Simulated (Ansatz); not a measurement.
## Amorphous Si₁₄B₁₄C₁₄N₂₈

Preparation: random packing, a CHGNet melt and quench, and a DFT relaxation. N atoms were pushed apart under 1.9 Å during the dynamics, to hinder bonds among them. The hot cell started wider than the set density and was brought back towards it in steps. It is the lowest in DFT energy of 2 quenches. It is a model cell: composition and starting density were chosen by hand, and all elements were melted together. No dispersion term was used.

Methods: PBE, scalar-relativistic without spin-orbit coupling (Ansatz, a first-principles code); r2SCAN, scalar-relativistic without spin-orbit coupling (Ansatz); HSE06, scalar-relativistic without spin-orbit coupling (Ansatz). Geometry, pressure, stress and energy are those of the PBE run. Its sampling: a 2×2×2 Γ-centred mesh; Fermi-Dirac width 0.02 eV; no spin polarisation. Other functionals are single points at the zone centre (r2SCAN at 500 eV; exact exchange cut at the cell's faces), free to take moments where seeds were set.

Number of atoms in the cell: 70
Density (volume relaxed, without dispersion): 2.24 g/cm³
Volume per atom: 11.71 Å^3
Pressure on a 2×2×2 Γ-centred mesh: -0.01 GPa
Largest force and stress component on that mesh (the relaxation ran on the zone centre alone): 0.45 eV/Å and 0.1 GPa
Gap on a 2×2×2 Γ-centred mesh (PBE): 0.48 eV
Gap at the zone centre (PBE): 0.77 eV
Gap at the zone centre (r2SCAN): 0.85 eV
Level spacing at the Fermi energy at the zone centre (HSE06, a state with unpaired spins): 1.20 eV

Cut-offs for bonds: Si-Si 2.60 Å, Si-B 2.28 Å, Si-C 2.19 Å, Si-N 2.12 Å, B-B 1.97 Å, B-C 1.87 Å, B-N 1.76 Å, C-C 1.78 Å, C-N 1.72 Å, N-N 1.70 Å. Two cations that share two anions don't count as bonded, nor two that share one unless they lie closer than Si-Si 2.38 Å, Si-B 2.09 Å, Si-C 2.00 Å, B-B 1.80 Å, B-C 1.71 Å, C-C 1.63 Å.

The mean coordination of Si is 4.00 (14 with 4) and the mean coordination of B is 2.79 (3 with 2, 11 with 3). The mean coordination of C comes out as 3.21 (1 with 2, 9 with 3, 4 with 4) and the mean coordination of N is 2.86 (6 with 2, 20 with 3, 2 with 4). The mean Si-N bond comes out as 1.785 Å (spread 0.074 Å, 40 counted) and the mean B-N bond comes out as 1.457 Å (spread 0.061 Å, 28 counted).

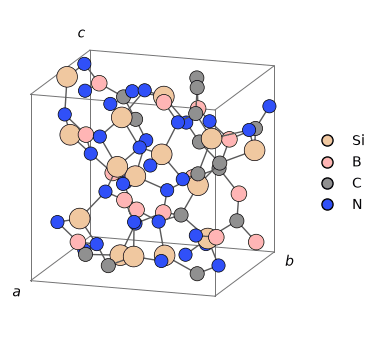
Fig. 1. The relaxed cell

Its density started from a set value of 2.15 g/cm³. Cooling (nominally 500 K/ps over its main leg) ran many orders faster than in experiment, which tends to leave more defects and strain. One small periodic cell is one sample of the glass; other quenches scatter about these values. Volume and shape were free in the relaxation. On a 2×2×2 Γ-centred mesh force components of up to 0.45 eV/Å stay, since the relaxation ran on the zone centre alone.
